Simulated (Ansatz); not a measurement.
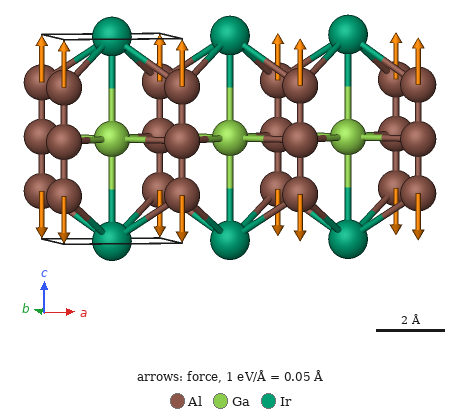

Starting geometry of solid Al3GaIr (a generated structure, set up in P4/mmm) (coarse preliminary run) with the computed forces as orange arrows. The picture is a ball-and-stick view of the cell of the calculation, repeated 3 × 1 × 1 with one cell outlined, seen from a free direction.

These are results of DFT PBE, scalar-relativistic, plane waves, PAW in Ansatz, not measurements. (plane-wave cutoff 420 eV; k-point mesh 6 × 6 × 4; occupations gaussian; smearing width 0.1 eV; no spin polarisation; cell and atoms relaxed; force threshold 0.04 eV/Å; at most 70 steps)

Is this structure relaxed? If not, where do the atoms go?

Answer. It isn't relaxed: the largest force vector, on Al atoms, is 28.14 eV/Å. The atoms end up moving mostly along the starting forces (cosine between the two patterns 1.00). The largest moves relative to the cell, 0.54 Å, are those of Al atoms. Ga and Ir stay in place. Cell: a = b 3.554 → 3.388 Å (−4.7 %), c 6.059 → 7.869 Å (+29.9 %). Volume +18.0 %. Among the contacts that change: Al–Al 1.608 → 2.627 Å, Ga–Ir 3.030 → 3.935 Å, Al–Al 2.843 → 2.615 Å, Al–Ir 2.887 → 2.729 Å. The space group stays P4/mmm (No. 123). After 11 accepted moves (13 points after the start) the energy has fallen by 3310 meV per atom. The largest force component goes from 28 to 0.004 eV/Å. The pressure goes from 53.95 to −0.03 GPa. At 2 points the geometry stayed and the basis and grid were re-selected for the new cell (energy shift of 29.9 meV per atom at most each time). Cost: 30 s on 1 thread of Intel(R) Xeon(R) 6975P-C (Granite Rapids) (shared host), peak memory 0.43 GiB.
